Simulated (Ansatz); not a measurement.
**One shape, several levels: singlet [SiH3O4]+**

We compute a comparison of 3 runs (SVWN5/6-31G*, B3LYP/6-31G*, RPA@PBE0/6-31G*) of singlet [SiH3O4]+. 

Program for the calculation: Ansatz 0.2.0.

60 further runs of the same task are left out: 4 that didn't finish, 56 set aside as unsound or not needed. Runs told in other sessions of the task aren't counted.

### 1 Starting point

The species is [SiH3O4]+ (8 atoms), meant as a singlet with charge +1. As SMILES of the parent species, `[O][Si](O)(O)O`. The shape is that of a PBE0-D4/def2-TZVP optimisation. This is one conformer, not always the lowest. That shape belongs to the parent species and isn't relaxed for this state.

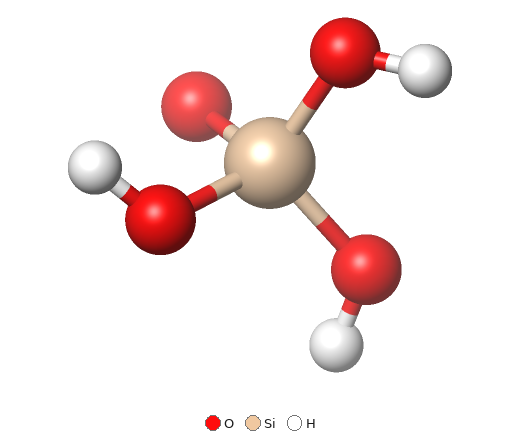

Viewed from a chosen angle; oxygen red, silicon light orange, hydrogen white.

### 2 A single-point energy at SVWN5/6-31G(d) (spherical functions) (run 1)

File in.yaml:

```yaml
crystal:
  periodic: [false, false, false]
  atoms:
    - {symbol: O, position_ang: [-1.417600, 0.247800, 1.193000]}
    - {symbol: Si, position_ang: [-0.195800, 0.058700, 0.091000]}
    - {symbol: O, position_ang: [1.117100, -0.067300, 1.049800]}
    - {symbol: O, position_ang: [-0.249900, 1.339100, -0.902700]}
    - {symbol: O, position_ang: [-0.266300, -1.263500, -0.849700]}
    - {symbol: H, position_ang: [1.271400, 0.633000, 1.686700]}
    - {symbol: H, position_ang: [-0.094000, 1.173100, -1.833800]}
    - {symbol: H, position_ang: [-0.165000, -2.120800, -0.434300]}
basis:
  gaussian:
    orbitals: 6-31G_st_-spherical.json
hamiltonian:
  xc: {name: SVWN5}
output: {orbitals: {seedname: orbitals}}
accuracy: high
total_charge: 1
```

The basis set 6-31G* is read from a file made from the Basis Set Exchange's data (not shown).

Launch:

```bash
$ ansatz run in.yaml --threads 1 --pin off --max-ram 3480MiB --events-out events.jsonl --progress --plain --runs-dir runs
```

Output:

```text
Warning: RAYON_NUM_THREADS=1 ignored (pool sized by the plan → 1); use --threads N
Functional definition: SVWN5
  name "SVWN5"
  exchange = slater_x
  correlation = vwn5_c
1763 factors; integrals over basis functions are off by at most 3.3e-9 eV
mean field evaluation 1: about -15989.5626 eV, gradient 1.2e2 eV
mean field evaluation 2: about -15863.9927 eV, gradient 2.6e2 eV
mean field evaluation 4: about -15989.7272 eV, gradient 9.5e1 eV
mean field evaluation 8: about -16012.7747 eV, gradient 2.5e1 eV
mean field evaluation 16: about -16014.5225 eV, gradient 2.5e0 eV
mean field evaluation 32: about -16013.3029 eV, gradient 1.7e1 eV
mean field evaluation 64: about -16014.1370 eV, gradient 1.2e-1 eV
mean field evaluation 96: about -16014.5547 eV, gradient 5.7e0 eV
mean field evaluation 128: about -16007.5428 eV, gradient 5.4e1 eV
mean field -16014.63560986 eV, -588.5270035526 hartree, gradient 8.3e-8 eV, S^2 0.000000; 12 other end points of the search recorded, 0 dependent functions left out
reference -16014.63561310 eV, -588.5270036717 hartree; 24, 24 occupied and 56, 56 virtual orbitals, 1763 factors
Total energy: -16014.63561310 eV, -588.5270036717 hartree
```

It took 12 s on 1 thread of Arm Neoverse V2, shared host; peak memory 0.2 GiB.

### 3 A single-point energy at B3LYP/6-31G(d) (Cartesian functions) (run 2)

File job.yaml:

```yaml
basis:
  gaussian:
    orbitals: "6-31G*"
crystal:
  periodic: [false, false, false]
  atoms:
    - symbol: O
      position_ang: [-1.417600, 0.247800, 1.193000]
    - symbol: Si
      position_ang: [-0.195800, 0.058700, 0.091000]
    - symbol: O
      position_ang: [1.117100, -0.067300, 1.049800]
    - symbol: O
      position_ang: [-0.249900, 1.339100, -0.902700]
    - symbol: O
      position_ang: [-0.266300, -1.263500, -0.849700]
    - symbol: H
      position_ang: [1.271400, 0.633000, 1.686700]
    - symbol: H
      position_ang: [-0.094000, 1.173100, -1.833800]
    - symbol: H
      position_ang: [-0.165000, -2.120800, -0.434300]
hamiltonian:
  xc: {name: B3LYP}
total_charge: 1
accuracy: high
output:
  orbitals: {seedname: orbitals}
```

Launch:

```bash
$ ansatz run job.yaml --threads 1 --pin off --max-ram 3480MiB --events-out events.jsonl --progress --plain --runs-dir runs
```

Output:

```text
Warning: RAYON_NUM_THREADS=1 ignored (pool sized by the plan → 1); use --threads N
Functional definition: B3LYP
  name "B3LYP"
  parameter a0 = 0.2
  parameter ax = 0.72
  parameter ac = 0.81
  exchange = (1 - a0 - ax)*slater_x + ax*b88_x + a0*exact_x
  correlation = (1 - ac)*vwn_rpa_c + ac*lyp_c
1798 factors; integrals over basis functions are off by at most 3.2e-9 eV
mean field evaluation 1: about -16084.4621 eV, gradient 1.1e2 eV
mean field evaluation 2: about -16009.4233 eV, gradient 2.1e2 eV
mean field evaluation 4: about -16089.8968 eV, gradient 7.5e1 eV
mean field evaluation 8: about -16103.9575 eV, gradient 1.2e1 eV
mean field evaluation 16: about -16104.4112 eV, gradient 8.4e-1 eV
mean field evaluation 32: about -16104.4130 eV, gradient 1.7e-6 eV
mean field -16104.41299348 eV, -591.8262615471 hartree, gradient 4.7e-8 eV, S^2 0.000000; 3 other end points of the search recorded, 0 dependent functions left out
reference -16104.41302889 eV, -591.8262628486 hartree; 24, 24 occupied and 61, 61 virtual orbitals, 1798 factors
Total energy: -16104.41302889 eV, -591.8262628486 hartree
```

Wall time 14 s (1 thread of Arm Neoverse V2, shared host); peak memory 0.27 GiB.

### 4 The energy at RPA@PBE0/6-31G(d) (spherical functions) (run 3)

File run.yaml:

```yaml
crystal:
  periodic: [false, false, false]
  atoms:
    - {symbol: O, position_ang: [-1.417600, 0.247800, 1.193000]}
    - {symbol: Si, position_ang: [-0.195800, 0.058700, 0.091000]}
    - {symbol: O, position_ang: [1.117100, -0.067300, 1.049800]}
    - {symbol: O, position_ang: [-0.249900, 1.339100, -0.902700]}
    - {symbol: O, position_ang: [-0.266300, -1.263500, -0.849700]}
    - {symbol: H, position_ang: [1.271400, 0.633000, 1.686700]}
    - {symbol: H, position_ang: [-0.094000, 1.173100, -1.833800]}
    - {symbol: H, position_ang: [-0.165000, -2.120800, -0.434300]}
basis:
  gaussian: {orbitals: 6-31G_st_-spherical.json}
hamiltonian: {xc: pbe0}
correlation: {method: rpa, frozen_orbitals: {H: 0, O: 1, Si: 5}}
total_charge: 1
accuracy: high
```

The basis set 6-31G* is read from a file made from the Basis Set Exchange's data (not shown).

Launch:

```bash
$ ansatz run run.yaml --threads 1 --pin off --max-ram 3480MiB --events-out events.jsonl --progress --plain --runs-dir runs
```

Output (excerpt; [...] marks lines left out):

```text
Warning: RAYON_NUM_THREADS=1 ignored (pool sized by the plan → 1); use --threads N
Functional definition: PBE0
  name "PBE0"
[...]
1763 factors; integrals over basis functions are off by at most 3.3e-9 eV
[...]
mean field -16091.60194728 eV, -591.3554642829 hartree, gradient 4.1e-8 eV, S^2 0.000000; 4 other end points of the search recorded, 0 dependent functions left out; unrestricted orbitals would lower it
[...]
unrestricted determinant -16050.04479559 eV, -589.8282671267 hartree, S^2 1.0101
9 core orbitals not correlated: weight in the atoms' cores, before any rotation towards them, 1.000 or more for the frozen orbitals, at most 0.000 for the correlated occupied ones
reference -16045.31010038 eV, -589.6542702870 hartree; 15, 15 occupied and 56, 56 virtual orbitals, 1763 factors
Total energy: -16076.44125163 eV, -590.7983189941 hartree
```

Run time: 29 s. Hardware: 1 thread of Arm Neoverse V2, shared host; peak memory 0.32 GiB.

### 5 All runs side by side

| run | level | Cartesian functions | frozen core orbitals | energy (Eh) | wall time |
| --- | --- | --- | --- | --- | --- |
| 1 | SVWN5/6-31G* (spherical functions) | no | – | -588.527004 | 12 s |
| 2 | B3LYP/6-31G* (Cartesian functions) | yes | – | -591.826263 | 14 s |
| 3 | RPA@PBE0/6-31G* (spherical functions) | no | 9 | -590.798319 | 29 s |

### 6 Outcome

| quantity | value |
| --- | --- |
| run 3: total energy | -590.79832 Eh |
| run 3: RPA correlation energy (valence) | -1144.0 mEh |

Totals of different functionals can't be ranked against each other. In run 3 the log says that unrestricted orbitals would lower the reference, so the values rest on an unstable closed-shell determinant (other closed-shell runs at this shape may share the fault). All runs together took 55 s, the longest 29 s.
